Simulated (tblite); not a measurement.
C4H8GeOS: geometry relaxation (part 1 of 2)

System: C4H8GeOS.
Method: GFN2-xTB geometry optimisation, gas phase (tblite 0.8.0).

It belongs to a series of runs on one base structure; here: H on Ge replaced by SH.

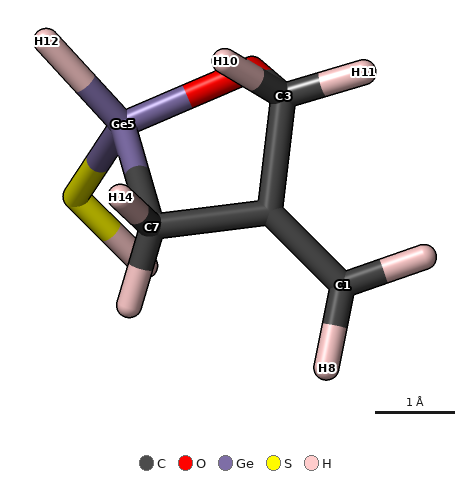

*The starting structure (stick view, seen at a tilt; atoms are numbered from 1 in the order of the input). Sticks mark near contacts.*

### The input
```
{"job": {"kind": "relax", "xc": "GFN2-xTB", "basis": "xTB"}, "charge": 0, "multiplicity": 1}
C     -1.811800    -0.948400    -0.665000
C     -0.903900    -0.039400    -0.348100
C     -0.867500     0.855500     0.858100
O      0.143200     0.398600     1.682600
Ge     1.509500     0.412500     0.514600
S      2.893600    -1.257200     0.707600
C      0.365000     0.304700    -1.093200
H     -1.758900    -1.561600    -1.547900
H     -2.657400    -1.038200     0.027000
H     -0.538600     1.856900     0.463000
H     -1.852300     0.917800     1.335300
H      2.184800     1.792000     0.581600
H      2.341600    -2.520900     0.767100
H      0.279800     1.305300    -1.530700
H      0.668300    -0.469700    -1.773900
```

The first line tells a small driver script what to run in tblite; the rest is the geometry in Å.

Command:
```bash
OMP_NUM_THREADS=1 python <driver script> task.json out
```

### Log
```
step      E/eV     max force
  0    -594.94909    1.498
  1    -595.08408    1.187
  2    -595.22547    0.889
  3    -595.33858    0.933
  4    -595.42905    0.978
  5    -595.47499    0.806
  6    -595.51142    0.507
  7    -595.54679    0.519
  8    -595.56961    0.375
  9    -595.59565    0.432
 10    -595.61659    0.384
 11    -595.63463    0.358
 12    -595.64696    0.345
 13    -595.65570    0.301
 14    -595.66430    0.254
 15    -595.67668    0.341
 16    -595.69076    0.330
 17    -595.70299    0.304
 18    -595.71284    0.273
 19    -595.72120    0.239
 20    -595.72967    0.282
 21    -595.73992    0.303
 22    -595.75063    0.288
 23    -595.75960    0.244
 24    -595.76584    0.235
 25    -595.77151    0.204
 26    -595.77726    0.189
 27    -595.78172    0.155
 28    -595.78504    0.145
 29    -595.78778    0.211
 30    -595.79072    0.190
 31    -595.79359    0.174
 32    -595.79658    0.107
 33    -595.79768    0.088
 34    -595.79923    0.092
 35    -595.79990    0.081
 36    -595.80038    0.055
 37    -595.80069    0.044
 38    -595.80094    0.041
 39    -595.80119    0.050
 40    -595.80152    0.058
 41    -595.80192    0.055
 42    -595.80232    0.050
 43    -595.80267    0.047
 44    -595.80300    0.043
 45    -595.80337    0.044
 46    -595.80382    0.065
 47    -595.80433    0.075
 48    -595.80484    0.059
 49    -595.80527    0.052
 50    -595.80562    0.049
 51    -595.80597    0.047
 52    -595.80642    0.054
 53    -595.80702    0.060
 54    -595.80775    0.051
 55    -595.80810    0.104
 56    -595.80899    0.079
 57    -595.80965    0.065
 58    -595.81172    0.102
 59    -595.81194    0.065
 60    -595.81231    0.044
 61    -595.81263    0.053
 62    -595.81282    0.039
 63    -595.81320    0.040
 64    -595.81345    0.047
 65    -595.81375    0.045
 66    -595.81404    0.039
 67    -595.81444    0.052
 68    -595.81493    0.058
 69    -595.81504    0.144
 70    -595.81572    0.047
 71    -595.81594    0.033
 72    -595.81622    0.027
 73    -595.81629    0.020
 74    -595.81641    0.023
 75    -595.81646    0.020
 76    -595.81654    0.023
 77    -595.81663    0.025
 78    -595.81674    0.028
 79    -595.81685    0.026
 80    -595.81694    0.025
 81    -595.81704    0.027
 82    -595.81714    0.025
 83    -595.81722    0.023
 84    -595.81727    0.013
 85    -595.81729    0.009
```

### Trajectory as extended XYZ (Å, eV, eV/Å), 32 of the 86 frames kept, from step=0 to step=85
```
15
Properties=species:S:1:pos:R:3:forces:R:3 step=0 energy=-594.94909
C    -1.8118   -0.9484   -0.6650   -0.2280   0.5240   0.8690
C    -0.9039   -0.0394   -0.3481    0.1270   0.4840  -1.0950
C    -0.8675    0.8555    0.8581   -1.0200   0.6910  -0.8460
O     0.1432    0.3986    1.6826    0.5200  -0.2940   0.6560
Ge    1.5095    0.4125    0.5146    0.4400  -0.1060   0.0370
S     2.8936   -1.2572    0.7076    1.1060  -0.9680   0.2890
C     0.3650    0.3047   -1.0932   -0.5390  -0.3440   0.4390
H    -1.7589   -1.5616   -1.5479   -0.0240  -0.0040   0.1470
H    -2.6574   -1.0382    0.0270    0.2790  -0.2720  -0.5890
H    -0.5386    1.8569    0.4630   -0.9490  -0.2130   0.3970
H    -1.8523    0.9178    1.3353    0.3810   0.0090   0.3750
H     2.1848    1.7920    0.5816    0.2290  -0.2410   0.2650
H     2.3416   -2.5209    0.7671   -0.3330   1.1420  -0.0500
H     0.2798    1.3053   -1.5307   -0.0060  -0.3970  -0.3000
H     0.6683   -0.4697   -1.7739    0.0170  -0.0130  -0.5950
15
Properties=species:S:1:pos:R:3:forces:R:3 step=3 energy=-595.33858
C    -1.8123   -0.9228   -0.6414   -0.2520  -0.3810  -0.4910
C    -0.9214    0.0077   -0.4034   -0.0160   0.2690   0.5330
C    -0.9075    0.8739    0.8216    0.4840  -0.3720   0.6170
O     0.1538    0.3934    1.6912   -0.3660   0.2270  -0.8280
Ge    1.5497    0.3864    0.5242    0.1340  -0.4630  -0.0290
S     3.0005   -1.3145    0.7337    0.5440   0.5120   0.1510
C     0.3501    0.2770   -1.0914    0.4060   0.0330  -0.3540
H    -1.7619   -1.5521   -1.5168    0.0560  -0.0240   0.0610
H    -2.6561   -1.0616   -0.0034   -0.2940  -0.0250   0.1750
H    -0.6205    1.8644    0.4934   -0.2830   0.6070   0.0320
H    -1.8338    0.9161    1.3745   -0.1590  -0.1900   0.2540
H     2.2100    1.7692    0.6075    0.2270  -0.1870   0.1850
H     2.2976   -2.4302    0.7632   -0.5470   0.1340  -0.0100
H     0.2835    1.2647   -1.5558    0.2010  -0.0860  -0.1490
H     0.6638   -0.4637   -1.8193   -0.1340  -0.0540  -0.1470
15
Properties=species:S:1:pos:R:3:forces:R:3 step=5 energy=-595.47499
C    -1.8172   -0.9098   -0.6430   -0.5860  -0.4660  -0.2220
C    -0.9432    0.0374   -0.4175    0.6300   0.0570   0.5000
C    -0.9128    0.8759    0.8295    0.0980   0.2080   0.1830
O     0.1462    0.3999    1.6540    0.1540   0.0010  -0.3080
Ge    1.5857    0.3433    0.5261   -0.0010  -0.1110  -0.3160
S     3.1004   -1.3282    0.7614   -0.4250   0.2740   0.1170
C     0.3604    0.2601   -1.1068   -0.0500   0.0280  -0.0130
H    -1.7597   -1.5517   -1.4990    0.1150  -0.1370  -0.2290
H    -2.6725   -1.0788   -0.0145   -0.0780   0.1580   0.0950
H    -0.6948    1.9026    0.5180   -0.0780   0.2470   0.0740
H    -1.8284    0.9012    1.4157   -0.0630  -0.3440   0.0570
H     2.2411    1.7408    0.6368    0.1450  -0.2560   0.1130
H     2.2385   -2.3541    0.7598    0.0080   0.3180  -0.0040
H     0.2999    1.2346   -1.5829    0.2980   0.2260  -0.0900
H     0.6521   -0.4651   -1.8596   -0.1680  -0.2020   0.0440
15
Properties=species:S:1:pos:R:3:forces:R:3 step=8 energy=-595.56961
C    -1.8361   -0.9124   -0.6563    0.2090   0.1670   0.1490
C    -0.9308    0.0197   -0.3895   -0.1440   0.0340  -0.3450
C    -0.9093    0.8922    0.8446   -0.1310  -0.1570  -0.2300
O     0.1680    0.4036    1.6178    0.2720   0.0840   0.2350
Ge    1.5987    0.3224    0.4911   -0.0650   0.3090  -0.1940
S     3.0945   -1.2993    0.7862   -0.1830   0.0950   0.1330
C     0.3617    0.2577   -1.1177   -0.1680  -0.0560   0.0120
H    -1.7482   -1.5649   -1.5145   -0.0080   0.1070   0.1210
H    -2.6901   -1.0690   -0.0094    0.1140   0.0990  -0.1870
H    -0.7317    1.9407    0.5377   -0.0980  -0.2040   0.1380
H    -1.8293    0.8576    1.4370    0.1820  -0.1960  -0.0050
H     2.2699    1.6996    0.6597    0.1390  -0.1990   0.0150
H     2.2134   -2.2955    0.7582   -0.0390   0.0970   0.0000
H     0.3380    1.2415   -1.5995    0.0730  -0.1130   0.0720
H     0.6268   -0.4861   -1.8673   -0.1540  -0.0670   0.0870
15
Properties=species:S:1:pos:R:3:forces:R:3 step=11 energy=-595.63463
C    -1.8330   -0.9035   -0.6574    0.0600  -0.0340  -0.0830
C    -0.9342    0.0301   -0.4040   -0.0490   0.2510   0.0290
C    -0.9136    0.8817    0.8391    0.2150  -0.1630   0.2360
O     0.2123    0.4258    1.6003   -0.1900   0.1940  -0.1870
Ge    1.6056    0.3367    0.4396   -0.0370   0.0180   0.1740
S     3.0781   -1.2617    0.8318   -0.0440   0.0510   0.0820
C     0.3468    0.2461   -1.1327    0.1370   0.0140  -0.0940
H    -1.7394   -1.5605   -1.5081   -0.0310   0.0500   0.0040
H    -2.6946   -1.0481   -0.0300   -0.0270   0.0460  -0.0040
H    -0.7895    1.9469    0.5774   -0.0370  -0.2100   0.0210
H    -1.8044    0.7864    1.4610    0.0440  -0.1760   0.0070
H     2.3241    1.6380    0.6842    0.2180   0.2190  -0.1010
H     2.1753   -2.2215    0.7563   -0.0970  -0.1450   0.0090
H     0.3812    1.2275   -1.6103   -0.1230  -0.0400  -0.0690
H     0.5811   -0.5159   -1.8692   -0.0400  -0.0760  -0.0230
15
Properties=species:S:1:pos:R:3:forces:R:3 step=14 energy=-595.66430
C    -1.8238   -0.8960   -0.6607   -0.0940   0.0700  -0.0250
C    -0.9374    0.0517   -0.4134    0.1350  -0.2070   0.0600
C    -0.9051    0.8627    0.8516   -0.1910   0.0970  -0.0710
O     0.2255    0.4528    1.5878    0.1450  -0.0770   0.1500
Ge    1.6049    0.3556    0.4336    0.1420   0.0650   0.0520
S     3.0530   -1.2420    0.8630   -0.0400  -0.1560   0.0820
C     0.3492    0.2435   -1.1439    0.0060   0.0360   0.0510
H    -1.7390   -1.5521   -1.5089   -0.0050   0.0210  -0.1070
H    -2.6950   -1.0303   -0.0424    0.0110   0.0200   0.0190
H    -0.8169    1.9244    0.5976   -0.0800   0.1410  -0.0010
H    -1.7878    0.7291    1.4719   -0.0770  -0.1520   0.0910
H     2.3743    1.6373    0.6785    0.0950   0.1520  -0.1430
H     2.1525   -2.2091    0.7572   -0.0100  -0.0500   0.0190
H     0.3852    1.2194   -1.6248   -0.0790   0.0200  -0.1820
H     0.5560   -0.5390   -1.8690    0.0430   0.0210   0.0040
15
Properties=species:S:1:pos:R:3:forces:R:3 step=16 energy=-595.69076
C    -1.8239   -0.8831   -0.6719   -0.0160   0.1040   0.0240
C    -0.9273    0.0550   -0.4112    0.0680  -0.3230  -0.0130
C    -0.9088    0.8498    0.8657   -0.1610   0.0480  -0.1490
O     0.2454    0.4763    1.5835    0.1130  -0.0460   0.2360
Ge    1.6200    0.3791    0.4392    0.1620   0.1940  -0.2100
S     3.0251   -1.2392    0.9038    0.0130  -0.2500   0.0810
C     0.3583    0.2457   -1.1529   -0.1130   0.0270   0.1020
H    -1.7401   -1.5405   -1.5219   -0.0360   0.0910  -0.0550
H    -2.6966   -1.0104   -0.0503    0.0650  -0.0040  -0.0450
H    -0.8533    1.9154    0.6169   -0.1850   0.1180   0.0890
H    -1.7807    0.6535    1.4931    0.0520   0.0060  -0.0070
H     2.4383    1.6607    0.6539   -0.0790  -0.0530  -0.1440
H     2.1262   -2.2077    0.7606    0.0130   0.0290   0.0260
H     0.3764    1.2130   -1.6617   -0.0320  -0.1150  -0.0640
H     0.5368   -0.5596   -1.8687    0.1360   0.1740   0.1290
15
Properties=species:S:1:pos:R:3:forces:R:3 step=19 energy=-595.72120
C    -1.8280   -0.8670   -0.6861    0.0330  -0.0750  -0.0220
C    -0.9100    0.0390   -0.4028   -0.0430   0.1120   0.0780
C    -0.9169    0.8370    0.8742    0.1970  -0.0710   0.1150
O     0.2674    0.5023    1.5909    0.0010   0.1650  -0.1600
Ge    1.6522    0.4130    0.4282   -0.0520  -0.1140  -0.0850
S     3.0049   -1.2611    0.9533   -0.0210   0.0740  -0.0090
C     0.3615    0.2500   -1.1526    0.0490  -0.0100   0.0490
H    -1.7471   -1.5173   -1.5413   -0.0590   0.0750  -0.0720
H    -2.6948   -0.9930   -0.0615   -0.0310  -0.0260  -0.0140
H    -0.9151    1.9145    0.6470   -0.1490  -0.1260   0.0820
H    -1.7671    0.5812    1.5132    0.0810   0.0850  -0.0610
H     2.4951    1.6834    0.6115   -0.0960  -0.0640  -0.0970
H     2.0952   -2.2051    0.7670   -0.0820  -0.0160   0.0160
H     0.3601    1.1927   -1.7059   -0.0420  -0.0320   0.0920
H     0.5383   -0.5615   -1.8568    0.2140   0.0230   0.0880
15
Properties=species:S:1:pos:R:3:forces:R:3 step=22 energy=-595.75063
C    -1.8248   -0.8562   -0.6988   -0.0420  -0.0040   0.0100
C    -0.8991    0.0331   -0.3897    0.0220   0.0750  -0.0560
C    -0.9027    0.8150    0.8945   -0.0760   0.0580   0.0340
O     0.3085    0.5601    1.5773    0.0990   0.1420  -0.1020
Ge    1.6770    0.4339    0.3913   -0.0530  -0.1810   0.2170
S     2.9698   -1.2663    1.0077   -0.0850   0.0990  -0.1070
C     0.3674    0.2508   -1.1438    0.1070  -0.0480  -0.0740
H    -1.7632   -1.4780   -1.5757   -0.0100   0.0620  -0.0570
H    -2.6967   -0.9764   -0.0809   -0.0530  -0.0610   0.0040
H    -1.0119    1.8921    0.6984    0.0550  -0.0600  -0.0590
H    -1.7334    0.5090    1.5287    0.0060  -0.0890   0.1780
H     2.5410    1.6821    0.5518   -0.0410   0.0050  -0.0820
H     2.0468   -2.1922    0.7770   -0.0340   0.0350   0.0320
H     0.3435    1.1664   -1.7334   -0.0280   0.1300   0.1020
H     0.5735   -0.5656   -1.8262    0.1350  -0.1630  -0.0410
15
Properties=species:S:1:pos:R:3:forces:R:3 step=25 energy=-595.77151
C    -1.8241   -0.8431   -0.7093   -0.0430   0.0790  -0.0400
C    -0.8895    0.0356   -0.3880    0.0200  -0.1610  -0.0010
C    -0.8986    0.7975    0.9141   -0.0700  -0.0140  -0.0900
O     0.3487    0.6315    1.5567   -0.1370   0.0810   0.1280
Ge    1.6906    0.4400    0.3837   -0.0260   0.1410  -0.0180
S     2.9287   -1.2598    1.0437    0.0590  -0.1030  -0.0530
C     0.3831    0.2447   -1.1464   -0.0370  -0.0440   0.0120
H    -1.7778   -1.4345   -1.6094    0.0150   0.0570  -0.0020
H    -2.7031   -0.9679   -0.0990    0.0160  -0.0330  -0.0100
H    -1.0876    1.8628    0.7355    0.0440   0.0580  -0.0790
H    -1.6967    0.4300    1.5650    0.1510  -0.0720   0.1080
H     2.5792    1.6804    0.4900   -0.0500  -0.0510  -0.0470
H     1.9999   -2.1764    0.7902   -0.0160   0.0550   0.0390
H     0.3284    1.1571   -1.7434    0.0970  -0.0020   0.0830
H     0.6145   -0.5898   -1.8053   -0.0230   0.0090  -0.0300
15
Properties=species:S:1:pos:R:3:forces:R:3 step=27 energy=-595.78172
C    -1.8304   -0.8338   -0.7170   -0.0120   0.0070  -0.0580
C    -0.8834    0.0266   -0.3870   -0.0300  -0.0640   0.0810
C    -0.9032    0.7920    0.9157    0.0790  -0.0250   0.0410
O     0.3539    0.6706    1.5546   -0.0810   0.0370   0.0690
Ge    1.6929    0.4441    0.3854   -0.0650   0.0850  -0.0530
S     2.9211   -1.2652    1.0476    0.0790  -0.0260  -0.0380
C     0.3898    0.2365   -1.1469   -0.0320  -0.0240   0.0910
H    -1.7837   -1.4101   -1.6249   -0.0030  -0.0050  -0.0460
H    -2.7066   -0.9721   -0.1064    0.0070   0.0130  -0.0070
H    -1.1143    1.8558    0.7412   -0.0310  -0.0410  -0.0840
H    -1.6693    0.3970    1.5930    0.1160   0.0100  -0.0560
H     2.5832    1.6743    0.4590    0.0230   0.0290  -0.0120
H     1.9780   -2.1637    0.7999   -0.0580  -0.0080   0.0300
H     0.3294    1.1559   -1.7352    0.1170  -0.0840   0.0570
H     0.6380   -0.5999   -1.8009   -0.1080   0.0970  -0.0140
15
Properties=species:S:1:pos:R:3:forces:R:3 step=30 energy=-595.79072
C    -1.8376   -0.8247   -0.7308    0.0020  -0.0540   0.0130
C    -0.8788    0.0113   -0.3769    0.0060   0.0670   0.0220
C    -0.8990    0.7827    0.9224    0.0390  -0.0050   0.0330
O     0.3576    0.7140    1.5618    0.1330   0.0050  -0.0720
Ge    1.6893    0.4601    0.3828    0.1030  -0.1100   0.1150
S     2.9131   -1.2696    1.0476   -0.0440   0.0630  -0.0820
C     0.3918    0.2265   -1.1354    0.0260  -0.0040   0.0500
H    -1.7901   -1.3862   -1.6477   -0.0190  -0.0060  -0.0350
H    -2.7086   -0.9711   -0.1161   -0.0410   0.0130  -0.0290
H    -1.1451    1.8389    0.7369   -0.0680  -0.1000  -0.0460
H    -1.6308    0.3604    1.6129   -0.0970   0.0310  -0.0050
H     2.5954    1.6754    0.4247    0.0390   0.0710   0.0050
H     1.9504   -2.1545    0.8139   -0.0140   0.0250   0.0390
H     0.3439    1.1450   -1.7219    0.0250   0.0010   0.0150
H     0.6441   -0.6001   -1.7962   -0.0890   0.0030  -0.0230
15
Properties=species:S:1:pos:R:3:forces:R:3 step=33 energy=-595.79768
C    -1.8390   -0.8182   -0.7398    0.0140   0.0090   0.0230
C    -0.8762    0.0093   -0.3706    0.0470  -0.0740  -0.0060
C    -0.8921    0.7703    0.9354   -0.0390  -0.0400  -0.0420
O     0.3779    0.7571    1.5525   -0.0210   0.0160  -0.0240
Ge    1.7030    0.4659    0.3842    0.0570   0.0520  -0.0400
S     2.8998   -1.2653    1.0535    0.0170  -0.0750  -0.0270
C     0.3975    0.2177   -1.1256    0.0330   0.0120  -0.0200
H    -1.7974   -1.3640   -1.6685    0.0000   0.0300   0.0270
H    -2.7158   -0.9642   -0.1320   -0.0200   0.0120  -0.0310
H    -1.1938    1.8097    0.7429   -0.0070  -0.0270   0.0290
H    -1.6033    0.3192    1.6313   -0.0270   0.0390   0.0150
H     2.6246    1.6779    0.3976   -0.0200  -0.0030   0.0130
H     1.9172   -2.1330    0.8295    0.0160   0.0330   0.0470
H     0.3582    1.1321   -1.7181   -0.0100   0.0530   0.0230
H     0.6348   -0.6066   -1.7942   -0.0400  -0.0380   0.0120
15
Properties=species:S:1:pos:R:3:forces:R:3 step=36 energy=-595.80038
C    -1.8399   -0.8160   -0.7418    0.0100  -0.0080  -0.0120
C    -0.8697   -0.0004   -0.3667   -0.0020   0.0070   0.0090
C    -0.8925    0.7626    0.9362    0.0240   0.0000   0.0190
O     0.3823    0.7775    1.5456    0.0050  -0.0030  -0.0090
Ge    1.7132    0.4691    0.3829   -0.0330  -0.0090  -0.0310
S     2.9038   -1.2731    1.0462    0.0350   0.0140  -0.0140
C     0.4037    0.2134   -1.1221   -0.0180  -0.0080  -0.0190
H    -1.8007   -1.3512   -1.6755    0.0060  -0.0090  -0.0080
H    -2.7221   -0.9624   -0.1419    0.0050   0.0300  -0.0070
H    -1.2139    1.7953    0.7437    0.0070   0.0070  -0.0010
H    -1.5945    0.3117    1.6421   -0.0040  -0.0150  -0.0060
H     2.6296    1.6799    0.3883    0.0120   0.0260   0.0190
H     1.9032   -2.1198    0.8437   -0.0300  -0.0270   0.0370
H     0.3648    1.1330   -1.7084   -0.0310   0.0090   0.0210
H     0.6282   -0.6115   -1.7941    0.0120  -0.0130   0.0020
15
Properties=species:S:1:pos:R:3:forces:R:3 step=38 energy=-595.80094
C    -1.8388   -0.8163   -0.7425   -0.0060  -0.0030  -0.0090
C    -0.8678   -0.0029   -0.3653   -0.0170   0.0210  -0.0050
C    -0.8913    0.7607    0.9370    0.0010   0.0150   0.0080
O     0.3834    0.7800    1.5444    0.0180  -0.0110   0.0030
Ge    1.7128    0.4706    0.3796    0.0240  -0.0190   0.0090
S     2.9052   -1.2744    1.0434   -0.0130   0.0150  -0.0290
C     0.4037    0.2129   -1.1230   -0.0230  -0.0100   0.0040
H    -1.8009   -1.3497   -1.6770    0.0090  -0.0130  -0.0100
H    -2.7225   -0.9593   -0.1441    0.0050   0.0190  -0.0030
H    -1.2151    1.7928    0.7440    0.0060   0.0070  -0.0080
H    -1.5945    0.3105    1.6423    0.0120  -0.0230   0.0000
H     2.6304    1.6830    0.3879   -0.0030   0.0040   0.0160
H     1.9006   -2.1214    0.8493    0.0010   0.0030   0.0410
H     0.3623    1.1351   -1.7052   -0.0290  -0.0110   0.0000
H     0.6281   -0.6136   -1.7928    0.0150   0.0070  -0.0170
15
Properties=species:S:1:pos:R:3:forces:R:3 step=41 energy=-595.80192
C    -1.8381   -0.8178   -0.7441   -0.0140   0.0210   0.0060
C    -0.8689   -0.0033   -0.3647    0.0000  -0.0170  -0.0190
C    -0.8897    0.7610    0.9376   -0.0150  -0.0070  -0.0280
O     0.3854    0.7768    1.5433    0.0090  -0.0190   0.0080
Ge    1.7145    0.4686    0.3763    0.0090   0.0280   0.0070
S     2.9108   -1.2752    1.0308   -0.0230  -0.0230  -0.0170
C     0.4002    0.2108   -1.1242    0.0320   0.0170   0.0180
H    -1.7984   -1.3528   -1.6781    0.0030  -0.0020   0.0080
H    -2.7231   -0.9524   -0.1469   -0.0230  -0.0140  -0.0020
H    -1.2108    1.7934    0.7409    0.0050   0.0060   0.0120
H    -1.5952    0.3110    1.6413    0.0240  -0.0050   0.0050
H     2.6278    1.6876    0.3957   -0.0160  -0.0300   0.0020
H     1.8994   -2.1227    0.8655    0.0240   0.0300   0.0400
H     0.3542    1.1372   -1.6990   -0.0110  -0.0200  -0.0310
H     0.6275   -0.6141   -1.7960   -0.0050   0.0330  -0.0100
```
